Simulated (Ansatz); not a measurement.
Band structure of Ge (Fd-3m, 2 atoms in the cell).

```yaml
crystal:
  lattice:
    - [0.00000, 2.85107, 2.85107]
    - [2.85107, 0.00000, 2.85107]
    - [2.85107, 2.85107, 0.00000]
  atoms:
    - { symbol: Ge, position: [0.00000, 0.00000, 0.00000] }
    - { symbol: Ge, position: [0.25000, 0.25000, 0.25000] }
```

Method: PBE, PAW files (plane waves; Ansatz, an electronic-structure program).

Settings: basis.ecutwfc = 30.9 Ry; kpoints.mp_grid.grid = 5 5 5; hamiltonian.xc = pbe; hamiltonian.pseudopotentials = {kind: paw} (an earlier, softer set of the program's PAW files); scf.occupations.method = fermi_dirac; scf.occupations.width = 0.0007 Ry; kpoints.band_path.npoints = 8.

The starting cell has typed, rounded lattice constants, without a prior relaxation at this level. Its lattice was rescaled by a random factor within 2.5 % of one.

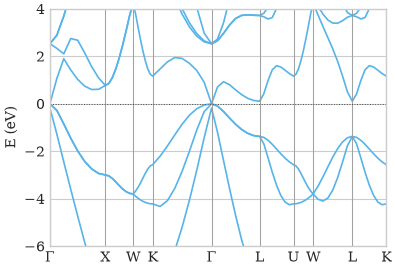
*Bands along the path, energies from the Fermi level.*

Levels in eV from the Fermi level, bands 11 to 17:
```json
[
 {"point": "Γ", "11": "-12.60", "12": "-0.19", "13": "-0.01", "14": "-0.01", "15": "-0.01", "16": "2.52", "17": "2.52"},
 {"point": "X", "11": "-8.81", "12": "-8.81", "13": "-3.00", "14": "-3.00", "15": "0.77", "16": "0.77", "17": "9.30"},
 {"point": "W", "11": "-8.72", "12": "-8.72", "13": "-3.80", "14": "-3.80", "15": "4.22", "16": "4.22", "17": "4.69"},
 {"point": "K", "11": "-9.27", "12": "-8.23", "13": "-4.22", "14": "-2.57", "15": "1.16", "16": "4.02", "17": "7.06"},
 {"point": "L", "11": "-10.57", "12": "-7.50", "13": "-1.38", "14": "-1.38", "15": "0.10", "16": "3.71", "17": "3.71"},
 {"point": "U", "11": "-9.27", "12": "-8.23", "13": "-4.22", "14": "-2.57", "15": "1.16", "16": "4.02", "17": "7.06"}
]
```

No band crosses the Fermi level by more than 0.03 eV along this path.

Keys are those of Ansatz 0.2.
